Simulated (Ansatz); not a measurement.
**Single-point calculation, with input and output: C$_{2}$H$_{7}$FGe**

- system: C$_{2}$H$_{7}$FGe, SMILES FC[CH2][GeH3]
- method: UKS B2PLYP/def2-TZVP (Ansatz 0.2.0)

The geometry comes from this level: PBE0-D4/def2-TZVP.

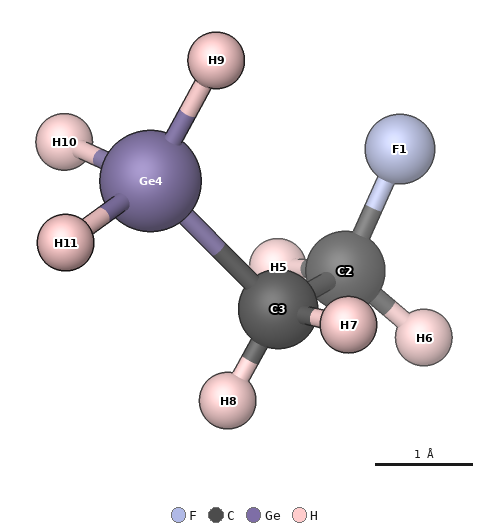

The input geometry (ball-and-stick view, seen at a tilt; atoms are numbered from 1 in the order of the input). Sticks mark near contacts. Bond lengths as drawn: C–C 1.51 Å, C–F 1.39 Å, C–Ge 1.97 Å, C–H 1.09 Å and Ge–H 1.53 to 1.54 Å.

### Key numbers

| quantity | value |
| --- | --- |
| outcome | converged |
| total energy | −61411.2316 eV |
| mean-field energy | −61403.7666 eV |
| SCF solution under orbital rotations | stable |
| hardware | 4 threads of AMD EPYC, 23 GiB of memory available, shared host |
| wall time | 2.9 s (CPU time 10 s) |
| peak memory | 0.56 GiB |

### Input
```yaml
crystal:
  periodic: [false, false, false]
  atoms:
    - {symbol: F, position_ang: [-1.165692, 1.492235, 0.684547]}
    - {symbol: C, position_ang: [0.173428, 1.381087, 0.337521]}
    - {symbol: C, position_ang: [0.620981, -0.054338, 0.432551]}
    - {symbol: Ge, position_ang: [-0.501881, -1.289122, -0.610126]}
    - {symbol: H, position_ang: [0.278569, 1.765348, -0.682175]}
    - {symbol: H, position_ang: [0.735399, 2.030016, 1.016938]}
    - {symbol: H, position_ang: [0.631749, -0.383884, 1.474598]}
    - {symbol: H, position_ang: [1.645562, -0.131794, 0.057226]}
    - {symbol: H, position_ang: [-1.865415, -1.509581, 0.057500]}
    - {symbol: H, position_ang: [-0.709250, -0.714394, -2.023150]}
    - {symbol: H, position_ang: [0.222052, -2.642672, -0.724829]}
basis:
  gaussian: {orbitals: def2-TZVP, final_grid: {core_spheres: 5, valence_spheres: 4, degree: 11}}
magnetization: {spin_polarized: true, initial_magnetization: 0}
hamiltonian: {xc: {name: B2PLYP}}
```

Launch command:
```bash
ansatz run in.yaml --threads 4 --pin off --events-out ev --progress --plain --max-ram 10444MiB
```

### Output
```
Functional definition: B2PLYP
  name "B2PLYP"
  cite "Grimme, J. Chem. Phys. 124, 034108 (2006) doi:10.1063/1.2148954"
  cite "Becke, Phys. Rev. A 38, 3098 (1988) doi:10.1103/PhysRevA.38.3098"
  cite "Lee, Yang & Parr, Phys. Rev. B 37, 785 (1988) doi:10.1103/PhysRevB.37.785"
  parameter a = 0.53
  parameter c = 0.27
  exchange = (1 - a)*b88_x + a*exact_x
  correlation = (1 - c)*lyp_c + c*(mp2_os + mp2_ss)
1279 factors; integrals over basis functions are off by at most 1.2e-3 eV
mean field evaluation 1: about -61400.3582 eV, gradient 2.9e1 eV
mean field evaluation 2: about -61400.4465 eV, gradient 2.9e1 eV
mean field evaluation 4: about -61403.7513 eV, gradient 1.8e0 eV
mean field evaluation 8: about -61403.7663 eV, gradient 2.0e-1 eV
mean field evaluation 16: about -61403.7664 eV, gradient 5.5e-5 eV
mean field -61403.76643327 eV, -2256.5467954548 hartree, gradient 8.5e-6 eV, S^2 0.000000; 0 other end points of the search recorded, 0 dependent functions left out
12 core orbitals not correlated: weight in the atoms' cores, before any rotation towards them, 1.000 or more for the frozen orbitals, at most 0.000 for the correlated occupied ones
reference -61403.76656628 eV, -2256.5468003430 hartree; 18, 18 occupied and 153, 153 virtual orbitals, 1279 factors
second order -27.64845231 eV of doubles, -0.00000000 eV of singles
Total energy: -61411.23164841 eV, -2256.8211370511 hartree
```
